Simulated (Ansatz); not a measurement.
# HfBr2F2: single-point calculation

The run: single-point calculation of HfBr2F2, SMILES [F][Hf]([F])([Br])[Br]. Method and program: RKS PBE0-D4/def2-TZVPP (Ansatz 0.2.0).

The geometry comes from this level: PBE0-D4/def2-TZVP.

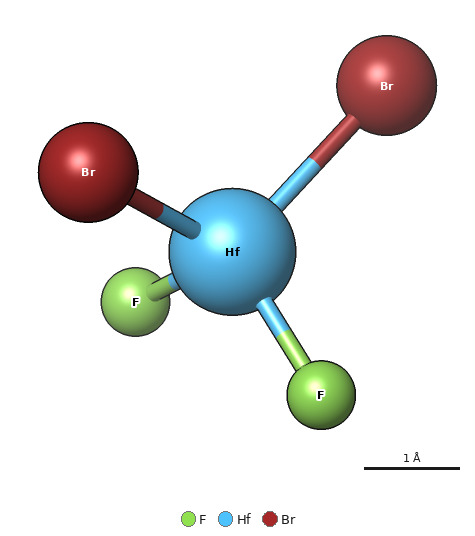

Fig. 1: The structure (ball-and-stick view, seen at a tilt). Sticks mark near contacts.

## Input file
```yaml
crystal:
  periodic: [false, false, false]
  atoms:
    - {symbol: F, position_ang: [0.182635, -0.618093, 1.844329]}
    - {symbol: Hf, position_ang: [0.084089, -0.097204, 0.037258]}
    - {symbol: F, position_ang: [1.352738, -1.098487, -0.929437]}
    - {symbol: Br, position_ang: [-2.190997, -0.581703, -0.838561]}
    - {symbol: Br, position_ang: [0.621536, 2.321887, -0.154989]}
basis:
  gaussian: {orbitals: def2-TZVPP}
hamiltonian: {xc: pbe0, dispersion: d4}
output: {orbitals: {seedname: orbitals}}
```

Run on 4 threads of Arm Neoverse V1, 23 GiB of memory available, shared host.

Launch command:
```bash
ansatz run in.yaml --threads 4 --pin off --events-out ev --progress --plain --max-ram 10444MiB
```

## The program's output
```
Functional definition: PBE0
  name "PBE0"
  cite "Adamo & Barone, J. Chem. Phys. 110, 6158 (1999) doi:10.1063/1.478522"
  cite "Perdew, Burke & Ernzerhof, Phys. Rev. Lett. 77, 3865 (1996) doi:10.1103/PhysRevLett.77.3865"
  parent pbe
  parameter a = 0.25
  parameter kappa = 0.804
  parameter beta = 0.06672455060314922
  exchange = (1 - a)*pbe_x(kappa = kappa, mu = beta*pi^2/3) + a*exact_x
  correlation = pbe_c(beta = beta)
1542 factors; their error is unknown
mean field evaluation 1: about -146817.9091 eV, gradient 5.4e1 eV
mean field evaluation 2: about -146796.4200 eV, gradient 1.3e2 eV
mean field evaluation 4: about -146822.2691 eV, gradient 3.8e0 eV
mean field evaluation 8: about -146823.2056 eV, gradient 5.6e-1 eV
mean field evaluation 16: about -146823.2059 eV, gradient 3.8e-5 eV
mean field -146823.20589030 eV, -5395.6532961252 hartree, gradient 3.7e-5 eV, S^2 0.000000; 0 other end points of the search recorded, 0 dependent functions left out
reference -146823.20592248 eV, -5395.6532973079 hartree; 50, 50 occupied and 164, 164 virtual orbitals, 1542 factors
Total energy: -146823.32809421 eV, -5395.6577870362 hartree
```

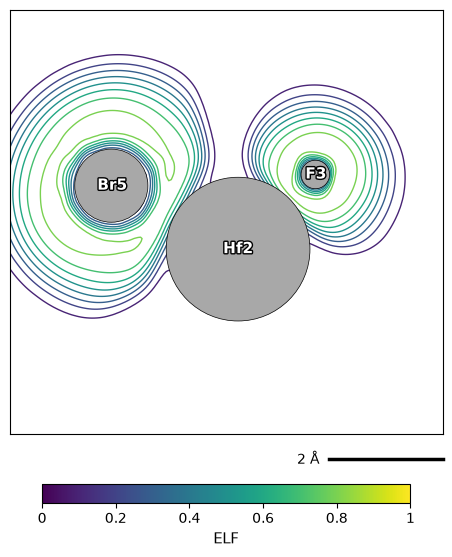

Fig. 2: Electron localisation function on the plane of atoms F3, Hf2 and Br5. Grey discs, where drawn, cover atomic cores. Hf–F (1.88 Å): the ELF peaks at about 0.80 in the valence shell of F, 0.5 Å from its nucleus, and drops to about 0.20 between the two atoms. Hf–Br (2.49 Å): the ELF peaks at about 0.80 in the valence shell of Br, 1.0 Å from its nucleus, and is about 0.45 at the midpoint.

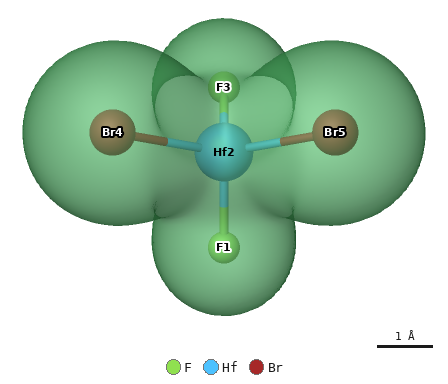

Fig. 3: Isosurface of the electron density at 0.05 e/Å³ (green), seen from the side. At this value the surface is in one piece. On the grid the lowest density along these lines, outside the cores, is 0.96 e/Å³ (Hf–F, 1.88 Å) and 0.54 e/Å³ (Hf–Br, 2.49 Å).

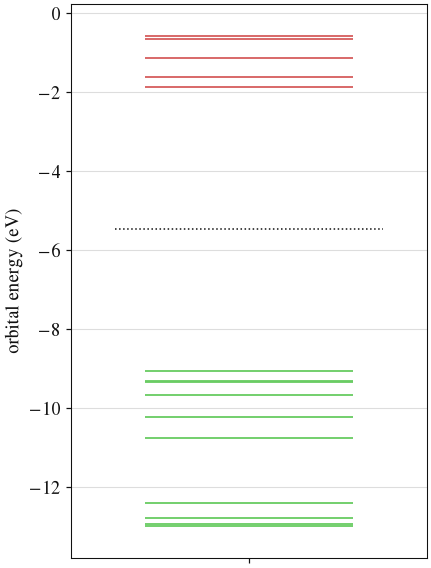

Fig. 4: Orbital energies near the frontier; the dotted line parts filled from empty levels, and levels within 0.02 eV of each other stand side by side. Highest filled −9.06 eV, lowest empty −1.87 eV, 7.19 eV apart.

## Summary

| quantity | value |
| --- | --- |
| outcome | converged |
| total energy | −146823.3281 eV |
| mean-field energy | −146823.2059 eV |
| dispersion energy | −0.1222 eV |
| SCF solution under orbital rotations | stable |
| HOMO | −9.06 eV |
| LUMO | −1.87 eV |
| wall time | 4.4 s (CPU time 16 s) |
| peak memory | 0.81 GiB |
